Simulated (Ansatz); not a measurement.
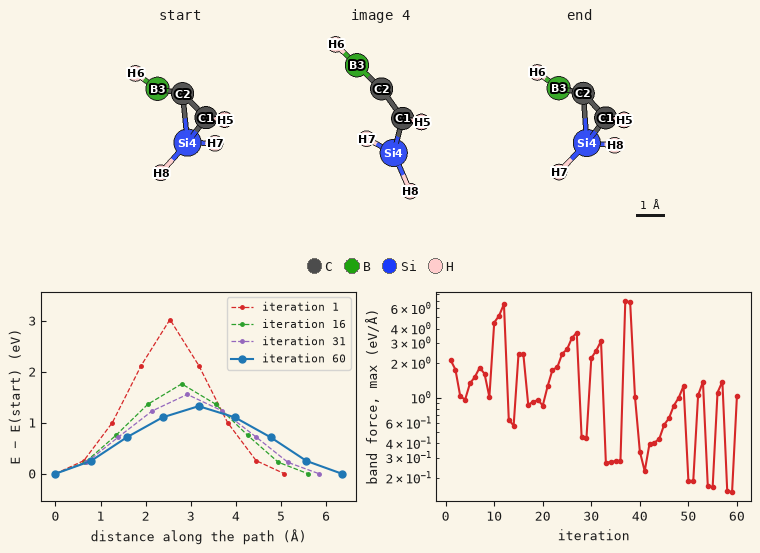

A search for the minimum-energy path of C2H4BSi (charge +1) by the nudged elastic band. Images are numbered from 0 (start) to 8 (end). The plot follows the band through its iterations. The picture is a ball-and-stick view, seen from a free direction.

The calculation used RKS PBE-D4/cc-pVDZ in Ansatz 0.2.0.

Input
```yaml
crystal:
  periodic: [false, false, false]
  atoms:
    - { symbol: C, position_ang: [0.371915, 0.66418, -1.172133] }
    - { symbol: C, position_ang: [-0.027507, 1.107445, 0.002749] }
    - { symbol: B, position_ang: [-0.446979, 0.647351, 1.302981] }
    - { symbol: Si, position_ang: [0.072825, -0.955597, -0.149691] }
    - { symbol: H, position_ang: [0.681883, 1.082327, -2.140368] }
    - { symbol: H, position_ang: [-0.822239, 0.735866, 2.429619] }
    - { symbol: H, position_ang: [-1.173274, -1.671196, -0.55308] }
    - { symbol: H, position_ang: [1.343376, -1.610376, 0.279913] }
total_charge: 1
basis:
  gaussian: { orbitals: cc-pVDZ }
hamiltonian:
  xc: pbe
  dispersion: d4
neb:
  order_check: false
  images: 7
  f_tol: 0.05
  max_iterations: 60
  initial_path: idpp
  optimiser: lbfgs
  climbing: true
  final_atoms:
    - { symbol: C, position_ang: [0.37184599, 0.66411458, -1.17158735] }
    - { symbol: C, position_ang: [-0.02839605, 1.10783543, 0.00293849] }
    - { symbol: B, position_ang: [-0.44760264, 0.64756266, 1.3034099] }
    - { symbol: Si, position_ang: [0.07288342, -0.95583629, -0.14979958] }
    - { symbol: H, position_ang: [0.68242489, 1.08120741, -2.14003078] }
    - { symbol: H, position_ang: [-0.82254314, 0.73704919, 2.430344] }
    - { symbol: H, position_ang: [1.34367458, -1.61003933, 0.27964186] }
    - { symbol: H, position_ang: [-1.17228705, -1.67189364, -0.55492654] }
```

Launched with:
```bash
ansatz run input.yaml --threads 1 --pin off --max-ram 2048MiB --backend cpu --events-out ev --progress --plain --runs-dir out
```

Q: How did the profile develop, and is the result final?

A: The result isn't final. The band hadn't converged when the run stopped after 60 iterations. The largest component of the band force went from 2.1 to 1 eV/Å. The barrier read from it is provisional, though the highest image hardly moved in the last two iterations. The first iteration put the highest image at 3.03 eV. The barrier is about 1.33 eV in both directions, with image 4 at the top; the ends have the same energy.

Cost: 8.9 min on 1 thread of Intel(R) Xeon(R) Platinum 8488C (Sapphire Rapids), on a shared host, peak memory 0.13 GiB.
